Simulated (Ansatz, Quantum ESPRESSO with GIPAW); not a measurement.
# Shieldings and field gradients in CdS (Greenockite), part 2 of 2

Aim: the magnetic shielding tensor of every site in CdS (Greenockite) and the field gradients at its nuclei.

Quantum ESPRESSO with GIPAW; PBE.

So far. Step 3 (Shieldings): An axis of order three or more runs through Cd and S, so two principal values coincide and the skew is ±1. In this run the largest span among the lighter atoms is that of S (site symmetry 3m), with principal values 651.3, 651.3 and 684.9 ppm.

## 4. Quadrupolar couplings

Level of this step: DFT, PBE, plane-wave PAW, default files, scalar-relativistic, field gradients (Ansatz).

33S has a quadrupole moment, which couples to the field gradient and broadens the lines. The gradient is a property of the ground-state density and needs no response; it is taken from a second code that counts the whole PAW charge. C_Q = eQV_zz/h, with Q = -0.0694 barn for 33S.

This step: DFT, PBE, plane-wave PAW, default files (PAW set soft_2), scalar-relativistic, field gradients (Ansatz 0.2.0), on the same atoms.

File input.yaml:

```yaml
crystal:
  lattice:
    - [4.15, 0.0, 0.0]
    - [-2.075, 3.5940054257, 0.0]
    - [0.0, 0.0, 6.737]
  atoms:
    - { symbol: Cd, position: [0.66666667, 0.33333333, 0.4990603744] }
    - { symbol: Cd, position: [0.33333333, 0.66666667, -0.0009396256] }
    - { symbol: S, position: [0.66666667, 0.33333333, 0.8759396256] }
    - { symbol: S, position: [0.33333333, 0.66666667, 0.3759396256] }
kpoints:
  mp_grid: { grid: [12, 12, 7] }
scf:
  occupations: { method: fixed }
hamiltonian:
  xc: pbe
  pseudopotentials: { kind: paw, frozen_core: stored }
output:
  forces: false
  stress: false
  efg: { quadrupole_moments_barn: { S: -0.0694 } }
  write_density: true
  write_potential: true
  elf: true
  volumetric_format: npy
```

Launch:

```bash
> ansatz run input.yaml --threads 4 --pin off --max-ram 8192MiB --backend cpu --events-out ev --progress --plain --runs-dir out
```

The log of the run:

```text
[... set-up, SCF cycles and energies left out ...]
--- PAW observables at the nuclei: V_zz in 10²¹ V/m², potentials from the cell's mean, atoms counted from 1 ---
  atom   1  Cd V_zz =    +0.222242   η = 0.0000   by run symmetry: allowed
  atom   2  Cd V_zz =    +0.222242   η = 0.0000   by run symmetry: allowed
  atom   3  S  V_zz =    -0.049777   η = 0.0000   by run symmetry: allowed   C_q = +0.0835 MHz
  atom   4  S  V_zz =    -0.049777   η = 0.0000   by run symmetry: allowed   C_q = +0.0835 MHz
--- Band table (eV; the first three rows and the last of 76) ---
  k-point 0: bands = ["-94.5371", "-94.5371", "-55.6100", "-55.6099", "-55.6099", "-55.6097", "-55.6097", "-55.6094", "-5.5610", "-5.1371", "-0.9242", "-0.9180", "-0.9180", "-0.8355", "-0.8355", "-0.5132", "-0.5132", "-0.4236", "-0.4236", "-0.0862", "2.4308", "5.9843", "5.9843", "6.6915", "6.7290", "6.7290", "7.9290", "9.5029", "13.1895", "13.1895", "13.5143", "14.2781"]
  k-point 1: bands = ["-94.5371", "-94.5371", "-55.6100", "-55.6098", "-55.6098", "-55.6097", "-55.6097", "-55.6094", "-5.5395", "-5.1571", "-0.9151", "-0.9151", "-0.9102", "-0.8408", "-0.8408", "-0.5076", "-0.5076", "-0.4269", "-0.4269", "-0.1883", "2.6456", "6.0189", "6.0189", "6.2643", "6.6896", "6.6896", "8.3294", "9.5308", "13.2094", "13.2094", "13.3105", "14.1734"]
  k-point 2: bands = ["-94.5371", "-94.5371", "-55.6099", "-55.6098", "-55.6098", "-55.6098", "-55.6098", "-55.6095", "-5.4793", "-5.2139", "-0.9064", "-0.9064", "-0.8629", "-0.8551", "-0.8551", "-0.4928", "-0.4928", "-0.4369", "-0.4369", "-0.4049", "3.1890", "5.5092", "6.1170", "6.1170", "6.5807", "6.5807", "8.9634", "9.5953", "12.9415", "13.2821", "13.2821", "13.6447"]
  k-point 75: bands = ["-94.5371", "-94.5371", "-55.6102", "-55.6102", "-55.6101", "-55.6101", "-55.6096", "-55.6096", "-5.0410", "-5.0410", "-0.7509", "-0.7369", "-0.7369", "-0.6933", "-0.5072", "-0.5072", "-0.4994", "-0.4921", "0.0605", "0.0605", "2.7763", "2.7763", "4.1928", "4.5035", "5.6043", "5.6043", "11.1627", "11.1627", "12.5391", "13.1293", "13.1967", "13.1967"]

[the lines on potentials at the nuclei are left out]
```

Elapsed: 6.6 s, on 4 threads of Arm Neoverse V1, shared host; peak memory 0.47 GiB; 24 s of CPU time.

Among nuclei of half-integer spin the second-order effect is largest for 33S on S (spin 3/2, C_Q 0.08 MHz): at 9.4 T it moves the centre of gravity of the MAS line by -0.18 ppm from δ_iso, and by a quarter of that at twice the field, by δ_Q = −(3/40)(C_Q/ν0)²(1 + η²/3)[I(I+1) − 3/4]/[I²(2I−1)²] × 10⁶ ppm with ν0 = 30.8 MHz.

## 5. From shieldings to shifts

Covalently bonded atoms count as neighbours within 1.18 times the sum of their radii. Otherwise a cation's neighbours lie within 1.2 times its shortest bond (1.3 for large cations, each anion's radius taken off where they differ), and an anion's are the cations that count it.

```
site  atom no.  atoms in cell  surroundings  bonds (Å)  σ_iso (ppm)  C_Q (MHz)   η_Q
  Cd         1              2          CdS4      2.536         3019          -     -
   S         3              2  bound to Cd4      2.536        662.5       0.08  0.00
```

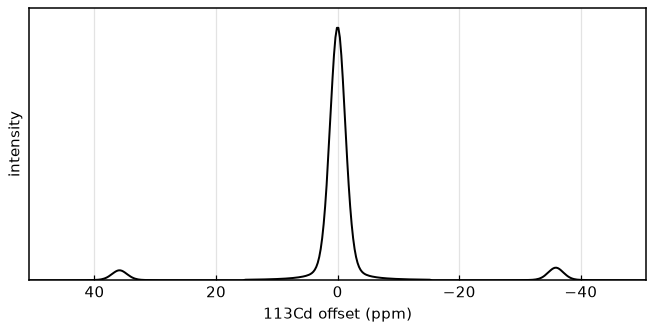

Simulated spectrum: 113Cd MAS at 8 kHz, 23.5 T (222.9 MHz), lines broadened by 3 ppm; the axis counts ppm from the isotropic position of Cd, as −Δσ; rigid lattice, with dipolar and J couplings left out. Lines over 1.5 % of the strongest (ppm: area): 36: 0.04, 0: 1.00, -36: 0.05. Spinning sidebands lie 35.9 ppm apart.

## 6. Cost against result

Each row names what was changed: another functional shows how far the paramagnetic term hangs on the exchange-correlation form.

Changes of σ_iso (ppm) against the run above (PBE, cutoffs 55 and 640 Ry, mesh 12×12×7, 78 min). Times are CPU times of pw.x and gipaw.x together, on 4 MPI ranks of Arm Neoverse V1, shared host; on a shared host they are rough.

```
     run  CPU time  f-sum miss     Cd      S
Wu-Cohen    76 min      0.0032  -45.7  -36.3
```

## 7. What goes wrong with a poor setting

For contrast, the same job on a spoilt input.

File nmr.in:

```
&inputgipaw
  job = 'nmr'
  prefix = 'x'
  tmp_dir = './tmp/'
  restart_mode = 'from_scratch'
  verbosity = 'low'
  q_gipaw = 1.0d-06
  spline_ps = .true.
  conv_threshold = 1.0d-11
  use_nmr_macroscopic_shape = .false.
  pawproj(1) = .true.
  pawproj(2) = .true.
/
```

Launch:

```bash
> mpirun -np 4 gipaw.x -in nmr.in > nmr.out
```

The log of the run:

```text
[banner, memory and clock lines left out]
[a note of our patched build left out]

     Parallelizing q-star over 1 images

     IMPORTANT: XC functional enforced from input :
     Exchange-correlation= PBE
                           (   1   4   3   4   0   0   0)
     Any further DFT definition will be discarded
     Please, verify this is what you really want

     In Cd.pbe-n-kjpaw_psl.1.0.0-gipaw.UPF the largest augmentation function (projectors 1 and 4, L = 1) is 10.7 times
     as large as its charge; the limit is 4.5
     Functions over the limit replaced by smooth ones with the moment of the charge, as in the saved run: 1

[...]
WARNING: some symmetry operations do not permute x, y and z, so the susceptibility and the shape term are
     wrong: all shieldings move alike (in wurtzite BN nosym gave 13 and 6 ppm more at 3 and 6 points an axis).
     Run pw.x with nosym, and raise the mesh until the susceptibility stays

     alpha_pv=     24.6047 eV

     spline_ps is .false., expect some extrapolation errors

     q-space interpolation up to    66.00 Rydberg

     GIPAW job: nmr
     NMR macroscopic correction: no
[...]
Computing the magnetic susceptibility     isolve=0    ethr=  0.1000E-10
     Starting from scratch
     k-point #    1 of    76      pool #  1    cpu time:       1.7
[...]
```

Run time: 12 min. Hardware: 4 MPI ranks; peak memory 0.21 GiB.

The run was cut off at the time limit set for it, so what the fault does to the result is not seen. The fault: a field wave vector far too short. The result is a difference divided by q, so numerical noise grows.

## 8. Summary of results

| Property | Result |
| --- | --- |
| 113Cd shielding without shape term | 3019 ppm |
| 33S shielding without shape term | 662.5 ppm |
| 33S size of C_Q | 0.08 MHz |

113Cd has one site (CdS4), with isotropic shielding 3019 ppm (shape term left out). A shift needs a reference, δ = σ_ref − σ, fixed on measured compounds; for 113Cd of this kind at this level too few were at hand, or they scattered too widely about a line, so none is given. A finer mesh and a higher cutoff were not carried through on these files. The largest change with the functional is 45.7 ppm in absolute shielding; part of that drops out once each functional has its own reference line. The scalar-relativistic files are used with non-relativistic response operators, which weighs most on the heavy atoms' own shieldings. This build of gipaw.x prints that it is not audited and that its numbers are no references by themselves. It also reports spline_ps as false although the input sets it; why was not traced. Without spin-orbit coupling, gradients at and beside the heavy atoms are unsure. pw.x warned of eigenvalues not converged in some cycles of 1 ground-state run, which then met the threshold. 1 further run of this session failed or came with warnings and is not shown (1 ended with a warning from the program).

[Banner, clock, file and message-heading lines were taken out of the pw.x and gipaw.x logs.]

[Logs are printed without paths, hosts, clocks, repeated set-up lines and the standing remarks that a program may print on its own settings, such as how far it seeks lower states.]

[Hosts, paths, dates, database ids (printed as entryN), source tags and the programs' standing remarks are cut or masked in the printed files.]

[Where no reference line passes its bar on scatter, no shift is given, so a measured shift of this compound may stand uncompared.]
